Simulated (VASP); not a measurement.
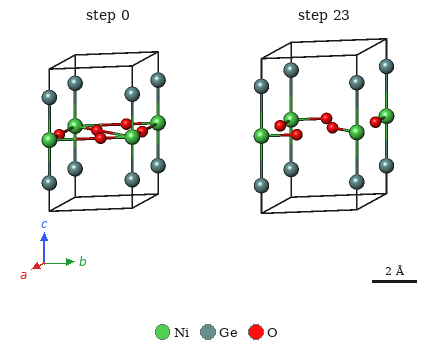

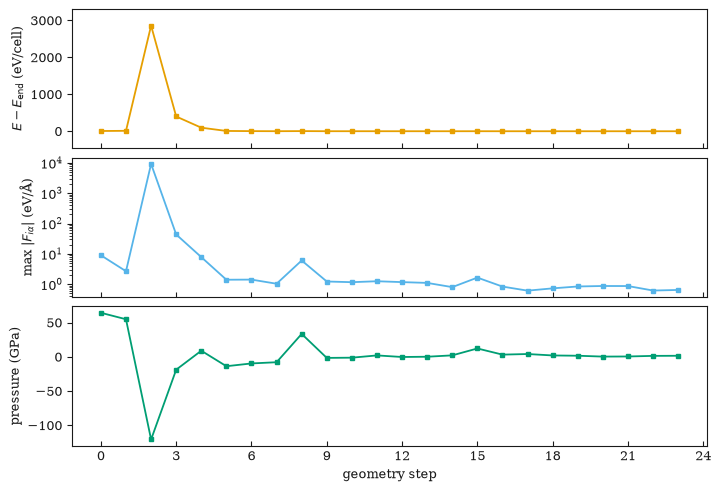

First and last geometry of a relaxation of solid NiGe₂O₃ (a generated structure, set up in P-62m), with the history of the run. The picture is a ball-and-stick view of the cell of the calculation, seen slightly off an axis.

The run lets cell and atoms move.

Method: Kohn-Sham DFT of a periodic cell, PBE, VASP PAW PBE potentials, recommended in VASP.

Input file:
```
PREC = Normal
ENCUT = 520
EDIFF = 1E-4
ISMEAR = 0
SIGMA = 0.15
LREAL = False
LASPH = True
NELM = 60
ALGO = Fast
ISIF = 3
LWAVE = False
LCHARG = False
ISPIN = 2
MAGMOM = 1 0 0 0 0 0
LORBIT = 11
LMAXMIX = 4
GGA = PE
IBRION = 2
NSW = 24
EDIFFG = -0.08
```

Run as
```bash
cat potpaw_PBE.64/Ni/POTCAR potpaw_PBE.64/Ge_d/POTCAR potpaw_PBE.64/O/POTCAR > POTCAR
mpirun -np 1 vasp_std > vasp.out
```

Read the history and describe the run.

The relaxation stopped without meeting its thresholds, so the last structure isn't shown to be converged. After 23 geometry steps the energy has fallen by 6.561 eV per cell of the calculation. Largest force component: 9 eV/Å at the start, 0.65 eV/Å at the end. Pressure: 64.42 GPa at the start and 1.62 GPa at the end. The largest moves relative to the cell, 1.10 Å, are those of O atoms. Largest moves by element: O 1.10 Å, Ge 0.14 Å. Ni stays in place. Cell: a = b 3.876 → 4.457 Å (+15.0 %), c 6.596 → 7.179 Å (+8.8 %). Volume +43.9 %. Among the contacts that change: Ni–O 1.479 → 2.805 Å, Ni–O 2.397 → 1.653 Å, Ge–Ni 1.984 → 2.303 Å, Ge–Ge 2.629 → 2.572 Å. Bonds break, among them: Ni–O (1.48 → 2.80 Å). The space group stays P-62m (No. 189). At step 2 the optimiser overshot: the energy rose above the start, and later steps came back. The volume changes by over a tenth within one run on a fixed set of plane waves, so the end point should be relaxed again from the new cell.

| step | E − E(0), meV/atom | largest force component, eV/Å | pressure, GPa | volume, Å³/atom |
| --- | --- | --- | --- | --- |
| 0 | 0.00 | 9.0204 | 64.42 | 14.303 |
| 1 | 827.15 | 2.6908 | 54.96 | 29.771 |
| 2 | 475638.59 | 9216.6985 | -120.68 | 133.126 |
| 3 | 65487.67 | 43.6649 | -18.71 | 30.167 |
| 4 | 14993.19 | 7.8498 | 9.01 | 26.981 |
| 5 | 244.35 | 1.4120 | -13.64 | 26.971 |
| 6 | -521.19 | 1.4258 | -9.58 | 25.150 |
| 7 | -884.31 | 1.0421 | -7.82 | 21.723 |
| 8 | -417.87 | 6.0751 | 33.53 | 15.831 |
| 9 | -916.83 | 1.2343 | -1.49 | 20.301 |
| 10 | -957.75 | 1.1715 | -1.17 | 19.997 |
| 11 | -964.29 | 1.2594 | 2.14 | 19.342 |
| 12 | -992.46 | 1.1779 | -0.17 | 19.781 |
| 13 | -1010.60 | 1.1095 | 0.21 | 19.624 |
| 14 | -1048.41 | 0.8057 | 2.21 | 19.139 |
| 15 | -958.68 | 1.6584 | 12.28 | 18.098 |
| 16 | -1050.57 | 0.8401 | 3.29 | 18.996 |
| 17 | -1051.39 | 0.6166 | 4.17 | 18.853 |
| 18 | -1069.44 | 0.7342 | 2.08 | 19.401 |
| 19 | -1074.24 | 0.8463 | 1.67 | 19.687 |
| 20 | -1073.58 | 0.8778 | 0.41 | 20.265 |
| 21 | -1075.70 | 0.8742 | 0.58 | 19.928 |
| 22 | -1090.95 | 0.6215 | 1.45 | 20.361 |
| 23 | -1093.49 | 0.6506 | 1.62 | 20.586 |

Limits of the set-up: only the magnetic order of this start and cell was tried (total moment 0.0 μB per cell).
